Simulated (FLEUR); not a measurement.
Band structure of La (P6_3/mmc, 2 atoms in the cell).

```
La
1.0
    3.74628     0.00000     0.00000
   -1.87314     3.24438     0.00000
    0.00000     0.00000     6.08245
La
2
Direct
  0.33333   0.66667   0.25000
  0.66667   0.33333   0.75000
```

Method: PBE, all-electron FLAPW (FLEUR), scalar-relativistic valence.

Settings: Kmax = 4.5 1/bohr; GmaxXC = 22.5 1/bohr; xcFunctional = pbe; jspins = 1; l_soc = F; mode = hist; fermiSmearingEnergy = 0.00499791 Htr; mesh (inpgen div1-3) = 13 13 7; inpgen gamma flag = false; Gmax = 22.5 1/bohr; numbands = 0; maxIterBroyd = 15; imix = Anderson; alpha = 0.05.

The starting cell was generated: these elements placed on a structure prototype, without a prior relaxation; it need not be a known phase or ordering of this composition. Its lattice was rescaled by a random factor within 2.5 % of one. Values depend on the basis (sphere radii, cutoffs, local orbitals), which need not be converged.

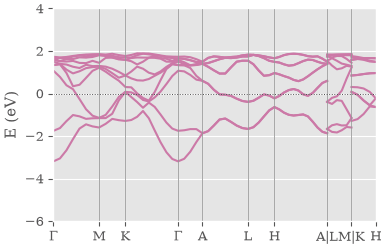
*Bands along the path, energies from the Fermi level.*

Levels in eV from the Fermi level, bands 8 to 15:
| point | 8 | 9 | 10 | 11 | 12 | 13 | 14 | 15 |
|---|---|---|---|---|---|---|---|---|
| Γ | -15.77 | -3.19 | -1.75 | 1.07 | 1.34 | 1.34 | 1.50 | 1.58 |
| M | -15.97 | -1.60 | -1.16 | -1.14 | 1.21 | 1.26 | 1.30 | 1.44 |
| K | -16.33 | -1.29 | 0.08 | 0.08 | 0.31 | 0.85 | 0.85 | 1.58 |
| A | -15.89 | -1.87 | -1.87 | 0.60 | 0.60 | 1.40 | 1.40 | 1.40 |
| L | -16.14 | -1.67 | -1.67 | -0.39 | -0.39 | 1.54 | 1.54 | 1.74 |
| H | -16.02 | -0.64 | -0.64 | -0.23 | -0.23 | 0.96 | 0.96 | 1.49 |
